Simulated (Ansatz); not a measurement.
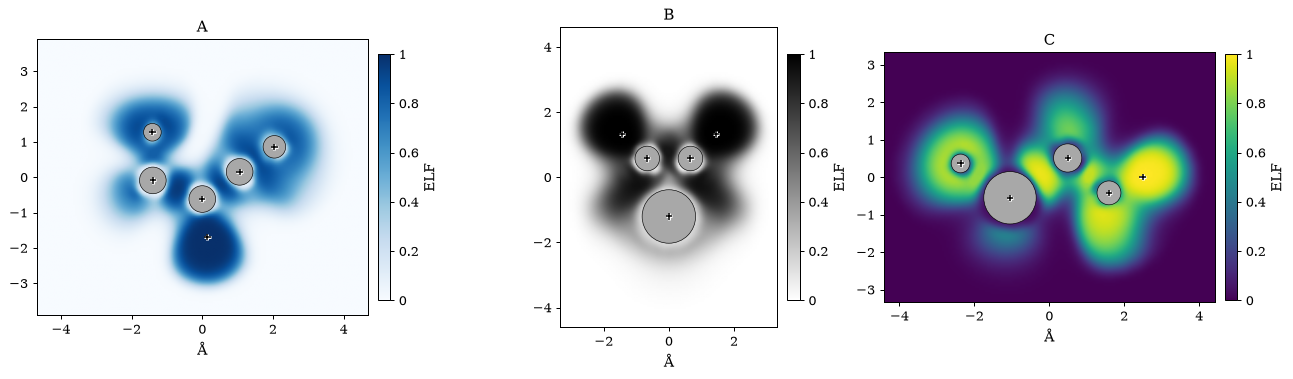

The electron localisation function of 3 systems, each on a plane through atoms (crosses mark nuclei in the plane; grey discs cover the cores).

Method: Ansatz, RKS PBE0-D4/def2-TZVPP.

System 1: C$_{3}$H$_{4}$FN (SMILES N=C=CCF), the plane of atoms C2, C3 and C4. Geometry: PBE0-D4/def2-TZVP.

```yaml
atoms:
  - { symbol: N, position_ang: [0.4457, 2.0981, -0.8644] }
  - { symbol: C, position_ang: [0.4863, 0.9256, -0.5402] }
  - { symbol: C, position_ang: [0.5893, -0.2978, -0.0931] }
  - { symbol: C, position_ang: [-0.4648, -0.9618, 0.7332] }
  - { symbol: F, position_ang: [-1.6069, -0.1943, 0.7822] }
  - { symbol: H, position_ang: [0.0129, 2.2986, -1.7642] }
  - { symbol: H, position_ang: [1.4790, -0.8643, -0.3441] }
  - { symbol: H, position_ang: [-0.7292, -1.9370, 0.3094] }
  - { symbol: H, position_ang: [-0.1239, -1.1136, 1.7641] }
```

System 2: CH$_{6}$FNSi (SMILES NC[SiH2]F), the plane of atoms C2, Si3 and F4. Geometry: PBE0-D4/def2-TZVP.

```yaml
atoms:
  - { symbol: N, position_ang: [-0.2562, 1.3580, 0.4651] }
  - { symbol: C, position_ang: [-0.5752, -0.0686, 0.4389] }
  - { symbol: Si, position_ang: [0.7928, -0.8512, -0.5681] }
  - { symbol: F, position_ang: [0.4473, -2.3844, -0.8971] }
  - { symbol: H, position_ang: [-0.4471, 1.7897, -0.4294] }
  - { symbol: H, position_ang: [-0.7971, 1.8526, 1.1619] }
  - { symbol: H, position_ang: [-0.5099, -0.4638, 1.4572] }
  - { symbol: H, position_ang: [-1.5774, -0.3236, 0.0656] }
  - { symbol: H, position_ang: [0.9299, -0.1343, -1.8631] }
  - { symbol: H, position_ang: [2.0760, -0.8256, 0.1719] }
```

System 3: C$_{2}$H$_{5}$GeN, the plane of atoms Ge2, C3 and C4. Geometry: PBE0-D4/def2-TZVP.

```
atom    x (Å)    y (Å)    z (Å)
   N  -0.9523   1.2541  -0.8392
  Ge   0.4751   0.2386  -0.2778
   C   0.1413  -1.5298   0.3335
   C   0.3191  -0.7112   1.3610
   H  -1.0912   1.2245  -1.8411
   H  -0.8801   2.2254  -0.5649
   H   1.8543   0.6270  -0.8272
   H  -0.0838  -2.5814   0.1968
   H   0.3062  -0.7935   2.4418
```

Question: Which map belongs to which system?

Answer: Panel A is system 1, C$_{3}$H$_{4}$FN: the plane holds N, C, F and H. C–N (1.22 Å): the ELF peaks at about 0.90 between the atoms: a multiple bond. Panel B is system 3, C$_{2}$H$_{5}$GeN: the plane holds Ge, C and H. C–C (1.33 Å): the ELF peaks at about 0.90 between the atoms; a multiple bond. Panel C is system 2, CH$_{6}$FNSi: the plane holds N, C, Si, F and H. C–N (1.46 Å): the ELF peaks at about 0.90 between the atoms, as expected for localised, covalent bonding.
